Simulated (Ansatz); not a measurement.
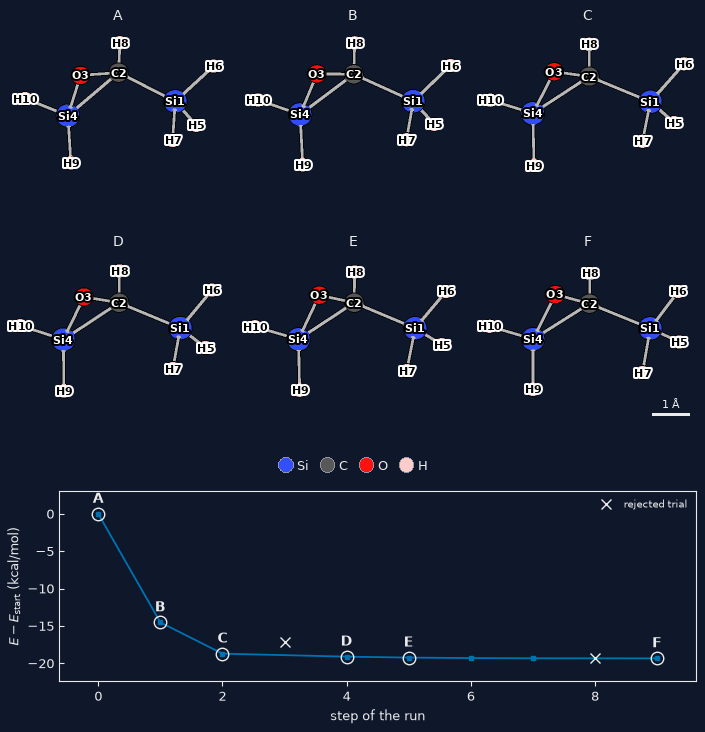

Frames of a relaxation of CH6OSi2 (coarse preliminary run), marked on the history of the run. Style: ball-and-stick. Shown at a tilt.

The start comes from a force field.

Computed with RKS PBE-D4/def2-SVP (Ansatz 0.2.0).

Input
```yaml
crystal:
  periodic: [false, false, false]
  atoms:
    - {symbol: Si, position_ang: [-0.051900, 1.409100, 0.274900]}
    - {symbol: C, position_ang: [-0.080900, -0.345800, 0.705000]}
    - {symbol: O, position_ang: [1.061900, -1.108600, 0.432900]}
    - {symbol: Si, position_ang: [0.083600, -1.451500, -0.754200]}
    - {symbol: H, position_ang: [-1.439600, 1.801600, -0.284100]}
    - {symbol: H, position_ang: [0.143800, 2.307200, 1.462200]}
    - {symbol: H, position_ang: [0.929600, 1.802500, -0.771100]}
    - {symbol: H, position_ang: [-0.688000, -0.632500, 1.505700]}
    - {symbol: H, position_ang: [0.564200, -0.969200, -2.000400]}
    - {symbol: H, position_ang: [-0.439800, -2.864100, -0.568000]}
basis:
  gaussian: {orbitals: def2-SVP}
hamiltonian: {xc: pbe, dispersion: d4}
relax: {f_tol: 0.03, max_steps: 200}
```

Run as
```bash
ansatz run in.yaml --threads 2 --pin off --events-out ev --progress --plain --max-ram 4352MiB
```

What happens along the run?

Answer. The energy falls by 19.3 kcal/mol in 7 accepted moves (9 points after the start). Largest force component: 4.9 eV/Å at the start, 0.0088 eV/Å at the end. The line search rejected the trial steps at points 3, 8 of the run. The largest move after the best rigid fit is that of H5, 0.44 Å. By element the largest moves are H 0.44 Å, O 0.24 Å, C 0.21 Å, Si 0.18 Å. Near-neighbour distances that change, for instance: O3–Si4 1.576 → 1.711 Å, C2–O3 1.401 → 1.495 Å, Si1–C2 1.807 → 1.890 Å, Si4–H9 1.420 → 1.495 Å. Bond angles that change, for instance: Si1–C2–Si4 113.2° → 122.7°, H9–Si4–H10 122.7° → 114.7°, O3–Si4–H10 108.9° → 116.2°. Groups turn about Si1–C2 by about 25°. From step 0 to 1: H9 moves most (0.11 Å), energy −14.5 kcal/mol. From step 1 to 2: H5 moves most (0.15 Å), energy −4.18 kcal/mol. From step 2 to 4: H6 moves most (0.07 Å), energy −0.40 kcal/mol. From step 4 to 5: H6 moves most (0.10 Å), energy −0.13 kcal/mol. From step 5 to 9: H atoms move most (0.10 Å), energy −0.10 kcal/mol.

```
step  E − E(0), kcal/mol  largest force component, eV/Å      note
   0                0.00                         4.9116          
   1              -14.52                         2.4843          
   2              -18.70                         0.3682          
   3              -17.13                         0.7994  rejected
   4              -19.10                         0.0625          
   5              -19.23                         0.0486          
   6              -19.29                         0.0713          
   7              -19.32                         0.0507          
   8              -19.31                         0.0659  rejected
   9              -19.33                         0.0088
```
